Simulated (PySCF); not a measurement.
**[S4]2− ([S4]2-) at CCSDT(Q)/STO-3G**

Aim: the energy change on altering one bond length of [S4]2− ([S4]2-) at CCSDT(Q)/STO-3G, from 2 runs. 

Program for the calculation: PySCF 2.14.0.

11 further runs of the same task are left out: 2 that didn't finish, 9 set aside as unsound or not needed.

## 1. Starting point

[S4]2−: 4 atoms, total charge -2, spin state singlet. The shape is that of a GFN2-xTB optimisation.

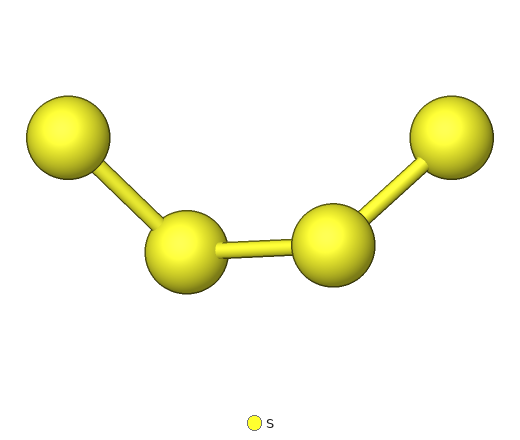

Viewed from a chosen angle; sulfur yellow.

## 2. A single-point energy at CCSDT(Q)/STO-3G

File job.py:

```python
# [S4]2-
from pyscf import gto, scf, cc

molecule = gto.M(
    atom=[
    ('S', (-1.447470, 0.791440, 1.641580)),
    ('S', (0.409070, 0.724090, 0.917360)),
    ('S', (0.447450, 0.225710, -1.132780)),
    ('S', (0.590950, -1.741240, -1.426160)),
],
    charge=-2,
    spin=0,
    basis='sto-3g',
    verbose=3,
    max_memory=1860,
)

hf = scf.RHF(molecule)
hf.conv_tol = 1e-10
hf.kernel()
if not hf.converged:
    hf = hf.newton().run(hf.mo_coeff, hf.mo_occ)

mycc = cc.CCSDT(hf, frozen=20)
mycc.kernel()
e_bracket, e_q = mycc.ccsdt_q()
etot = mycc.e_tot + e_q
print('E = %.10f Eh' % etot)
```

On the command line:

```sh
$ OMP_NUM_THREADS=1 python job.py
```

The program printed:

```text
converged SCF energy = -1572.17897108076
_make_eris_incore_RCCSDT

WARN: A large `blksize` is being used, which may cause large memory consumption
      for storing contraction intermediates. If memory is sufficient, consider using
      `pyscf.cc.rccsdt_highm.RCCSDT` instead.

RCCSDT converged
E(RCCSDT) = -1572.254251346732   E_corr = -0.07528026597460023
E_corr(same-spin) = -0.00723199330782605
E_corr(oppo-spin) = -0.0680482726667742
_make_eris_incore_RCCSDT
E = -1572.2542949026 Eh
```

Wall time 8.4 s (1 thread of Intel Xeon Platinum 8375C at 2.90GHz (Ice Lake), shared host); peak memory 0.11 GiB.

## 3. The distorted shape, same level

File calc.py:

```python
from pyscf import gto, cc

molecule = gto.Mole()
molecule.atom = 'S -1.476173 1.184874 1.700263; S 0.380367 1.117524 0.976043; S 0.418747 0.619144 -1.074097; S 0.590950 -1.741240 -1.426160'
molecule.charge = -2
molecule.basis = 'sto-3g'
molecule.max_memory = 1860
molecule.verbose = 3
molecule.build()

mf = molecule.RHF()
mf.conv_tol = 1e-10
mf.kernel()
if not mf.converged:
    mf = mf.newton().run(mf.mo_coeff, mf.mo_occ)

mycc = cc.CCSDT(mf, frozen=20)
mycc.kernel()
e_bracket, e_q = mycc.ccsdt_q()
e_final = mycc.e_tot + e_q
print('E = %.10f Eh' % e_final)
```

On the command line:

```sh
$ OMP_NUM_THREADS=1 python calc.py
```

The program printed:

```text
converged SCF energy = -1572.15711152155
_make_eris_incore_RCCSDT

WARN: A large `blksize` is being used, which may cause large memory consumption
      for storing contraction intermediates. If memory is sufficient, consider using
      `pyscf.cc.rccsdt_highm.RCCSDT` instead.

RCCSDT converged
E(RCCSDT) = -1572.244675738097   E_corr = -0.08756421654512016
E_corr(same-spin) = -0.00665672165918183
E_corr(oppo-spin) = -0.0809074948859383
_make_eris_incore_RCCSDT
E = -1572.2447672753 Eh
```

Wall time 9.3 s (1 thread of Intel Xeon Platinum 8375C at 2.90GHz (Ice Lake), shared host); peak memory 0.12 GiB.

## 4. Summary of results

Level: CCSDT(Q)/STO-3G, 20 core orbitals frozen.

```
                                                              quantity           value
                                             first shape: total energy  -1572.25429 Eh
                      first shape: HOMO energy (Hartree–Fock orbitals)         8.34 eV
                      first shape: LUMO energy (Hartree–Fock orbitals)        21.19 eV
    first shape: HOMO–LUMO gap (to an unbound level, set by the basis)        12.84 eV
             first shape: correlation energy (20 core orbitals frozen)       -75.3 mEh
                                            first shape: T1 diagnostic           0.011
                                         distorted shape: total energy  -1572.24477 Eh
                  distorted shape: HOMO energy (Hartree–Fock orbitals)         8.30 eV
                  distorted shape: LUMO energy (Hartree–Fock orbitals)        19.53 eV
distorted shape: HOMO–LUMO gap (to an unbound level, set by the basis)        11.24 eV
         distorted shape: correlation energy (20 core orbitals frozen)       -87.7 mEh
                                        distorted shape: T1 diagnostic           0.015
     energy change with the S3–S4 bond stretched from 1.994 to 2.393 Å        0.259 eV
```

In words: With the S3–S4 bond stretched from 1.994 to 2.393 Å the energy rises by 0.26 eV (25.0 kJ/mol). The first shape isn't relaxed at this level, so the change isn't measured from a minimum. The minimal basis adds a large error of its own. Mulliken charges (first shape) of the mean-field density run from -0.70 on S1 to -0.30 on S2; they depend strongly on the basis. The HOMO (first shape) lies at positive energy, 8.34 eV: the electron is unbound at this level or held by a compact basis; values depend on the basis. The HOMO (distorted shape) lies at positive energy, 8.30 eV: the electron is unbound at this level or held by a compact basis; values depend on the basis.
